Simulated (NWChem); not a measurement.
# PBE0/6-311+G(d,p) run of SiNH4F (SMILES N[SiH2]F)

Aim: the vertical ionisation energy of SiNH4F at PBE0/6-311+G**, from 2 runs. 

Program for the calculation: NWChem 7.3.0.

## Step 1: The molecule

SiNH4F has 7 atoms, charge 0, and is taken as a singlet. SMILES: `N[SiH2]F`. The shape is that of a PBE0-D4/def2-TZVP optimisation. This is one conformer, not always the lowest.

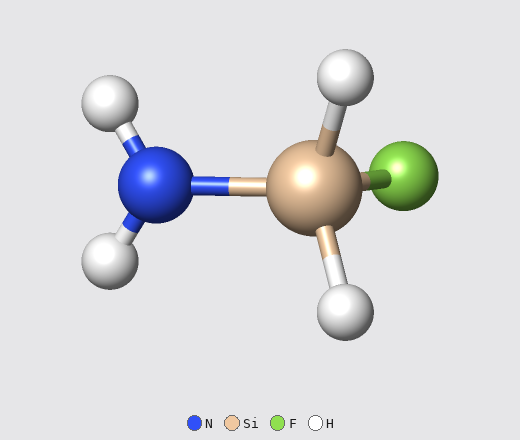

The structure, seen from a chosen angle (nitrogen blue, silicon light orange, fluorine green, hydrogen white).

## Step 2: A single-point energy at PBE0/6-311+G(d,p)

fh4nsi.xyz reads:

```xyz
7

N     -0.761500     0.339000    -0.625200
Si     0.531100    -0.115700     0.373400
F      0.515100    -1.653900     0.829800
H     -0.786600     0.105100    -1.603600
H     -1.682200     0.513500    -0.258400
H      0.455900     0.676200     1.620700
H      1.789400     0.068000    -0.382300
```

fh4nsi.nw reads:

```
start fh4nsi
memory 2200 mb
geometry units angstroms noautosym nocenter noautoz
  load format xyz fh4nsi.xyz
end
basis spherical bse
  N library 6-311+G**
  Si library 6-311+G**
  F library 6-311+G**
  H library 6-311+G**
end
dft
  xc pbe0
  grid lebedev 150 18
  convergence energy 1e-08
  iterations 100
  mulliken
  noprint "final vectors analysis"
end
task dft
```

Started as:

```sh
nwchem fh4nsi.nw > fh4nsi.out
```

What it wrote:

```text
[...]
          Wavefunction type:  closed shell.
          No. of atoms     :     7
          No. of electrons :    34
[...]
          Charge           :     0
          Spin multiplicity:     1
[...]
          AO basis - number of functions:    98
[...]
              XC Information
              --------------
                         PBE0 Method XC Functional
                     Hartree-Fock (Exact) Exchange  0.250
          PerdewBurkeErnzerhof Exchange Functional  0.750
            Perdew 1991 LDA Correlation Functional  1.000 local
           PerdewBurkeErnz. Correlation Functional  1.000 non-local
[...]
 d= 0,ls=0.0,diis     1   -446.2853578174 -5.65D+02  8.13D-03  8.62D-01     3.7
[...]
 d= 0,ls=0.0,diis     8   -446.3511963781 -7.04D-09  1.44D-06  4.66D-08    26.2
         Total DFT energy =     -446.351196378113
      One electron energy =     -853.609116626675
           Coulomb energy =      328.285520436404
    Exchange-Corr. energy =      -39.615555441489
 Nuclear repulsion energy =      118.587955253648
[...]
      Total Density - Mulliken Population Analysis
     ---------------------------------------------
    Atom       Charge   Shell Charges
 -----------   ------   -------------------------------------------------------
    1 N    7     7.81   1.10  0.90  0.80  0.84  1.85  0.69  1.51 -0.03  0.16  0.01
    2 Si  14    13.22   0.79  1.18  0.95  1.03  0.80  0.40  1.97  3.90  0.66  1.07  0.09  0.04  0.02  0.31
    3 F    9     9.27   1.08  0.92  1.17  1.08  2.38  0.92  1.83 -0.15  0.05  0.00
    4 H    1     0.72   0.27  0.39  0.02  0.05
    5 H    1     0.72   0.27  0.39  0.02  0.05
    6 H    1     1.13   0.25  0.59  0.27  0.01
    7 H    1     1.13   0.25  0.59  0.27  0.01
[...]
```

It took 27 s on 1 thread of AMD EPYC 7R13 (Zen 3), shared host; peak memory 0.15 GiB.

## Step 3: The doublet cation at the same level

a.nw reads:

```
start a
title "FH4NSi PBE0"
memory stack 880 mb heap 220 mb global 1100 mb
charge 1

geometry units angstrom noautosym nocenter noautoz
  N    -0.761500    0.339000   -0.625200
  Si    0.531100   -0.115700    0.373400
  F     0.515100   -1.653900    0.829800
  H    -0.786600    0.105100   -1.603600
  H    -1.682200    0.513500   -0.258400
  H     0.455900    0.676200    1.620700
  H     1.789400    0.068000   -0.382300
end

basis "ao basis" spherical bse
  * library 6-311+G**
end

dft
  xc pbe0
  mult 2
  grid lebedev 150 18
  convergence energy 1e-08
  maxiter 100
  mulliken
  print low
end

task dft energy
```

Started as:

```sh
nwchem a.nw > a.out
```

What it wrote:

```text
[...]
 d= 0,ls=0.0,diis     1   -445.6438083483 -5.64D+02  1.02D-02  8.72D-01     5.9
[...]
 d= 0,ls=0.0,diis    14   -445.9561451680 -3.15D-09  1.92D-07  1.07D-10    74.7
[...]
         Total DFT energy =     -445.956145167959
      One electron energy =     -844.455640840610
           Coulomb energy =      319.224851582750
    Exchange-Corr. energy =      -39.313311163747
 Nuclear repulsion energy =      118.587955253647
[...]
      Total Density - Mulliken Population Analysis
     ---------------------------------------------
    Atom       Charge   Shell Charges
 -----------   ------   -------------------------------------------------------
    1 N    7     7.27   1.10  0.90  0.77  0.91  1.78  0.68  1.12 -0.05  0.06  0.01
    2 Si  14    13.26   0.79  1.18  0.95  1.03  0.82  0.46  1.97  3.90  0.68  1.10  0.04  0.04  0.01  0.29
    3 F    9     9.19   1.08  0.92  1.16  1.09  2.36  0.92  1.78 -0.13  0.02  0.00
    4 H    1     0.63   0.26  0.36 -0.03  0.04
    5 H    1     0.63   0.26  0.36 -0.03  0.04
    6 H    1     1.01   0.24  0.56  0.19  0.01
    7 H    1     1.01   0.24  0.56  0.19  0.01
[...]
      <S2> =      0.7539 (Exact =     0.7500)
[...]
```

Wall time 76 s (1 thread of AMD EPYC 7R13 (Zen 3), shared host); peak memory 0.15 GiB.

## Step 4: Results

At PBE0/6-311+G**:

| quantity | value |
| --- | --- |
| singlet SiNH4F: total energy | -446.35120 Eh |
| singlet SiNH4F: dipole moment | 2.04 D |
| doublet cation: total energy | -445.95615 Eh |
| doublet cation: ⟨S²⟩ | 0.754 |
| vertical ionisation energy (to the doublet cation) | 10.750 eV |

Removing an electron at fixed nuclei costs 10.75 eV (1037 kJ/mol). Mulliken charges (singlet SiNH4F) run from -0.81 on N1 to +0.78 on Si2; in a basis this large or diffuse they mean little.
